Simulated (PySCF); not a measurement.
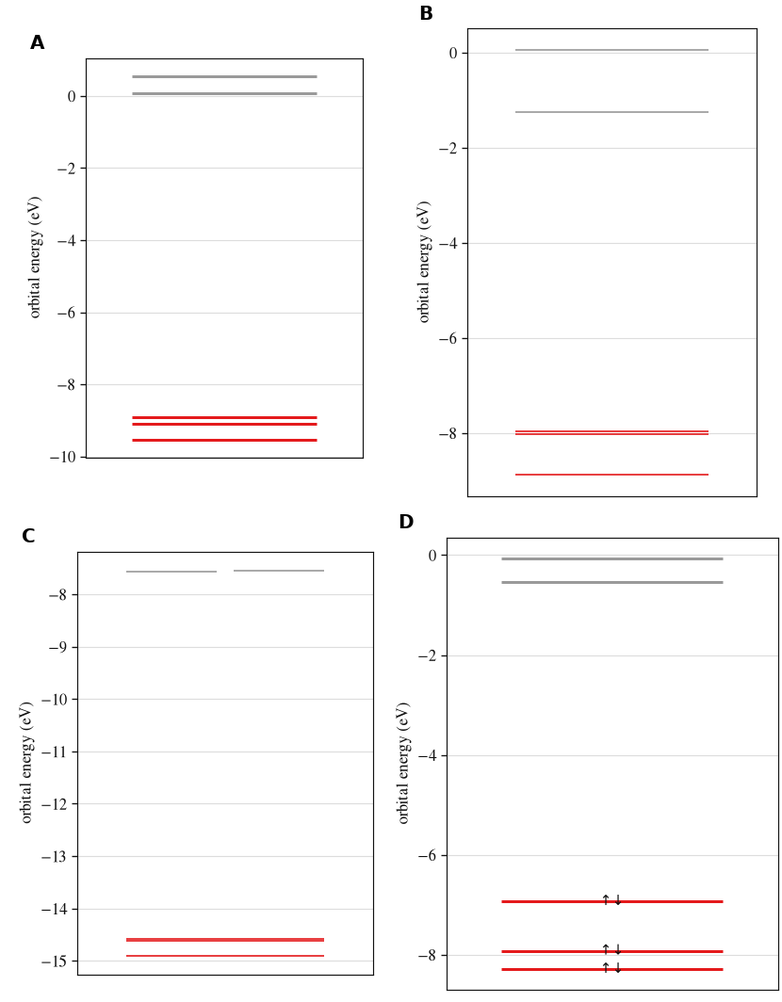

Kohn-Sham orbital energies near the frontier, PBE0/def2-SVPD, PySCF 2.14.0, at a GFN2-xTB geometry (no frequency check), isolated molecule; empty levels in grey, levels within 0.03 eV side by side.

Question: Which panel belongs to which molecule?
1. C₃H₉NSi₂, SMILES C#C[Si@@H]([SiH3])NC
2. C₄H₁₀O₃S (1-butanesulfonic acid), SMILES CCCCS(=O)(=O)O
3. C₄H₆O₂Si, SMILES O=C(O)C#CC[SiH3]
4. C₅H₉O⁺, SMILES CC(C)CC#[O+]

Answer: A: 2 (HOMO −8.90 eV, LUMO 0.09 eV)
B: 3 (HOMO −7.97 eV, LUMO −1.25 eV)
C: 4 (HOMO −14.58 eV, LUMO −7.57 eV)
D: 1 (HOMO −6.93 eV, LUMO −0.54 eV)

Caveats, for all or some of the runs: empty levels above zero depend strongly on the basis; one conformer of a flexible molecule; the tight-binding geometry is rougher than a DFT one and adds to the error.
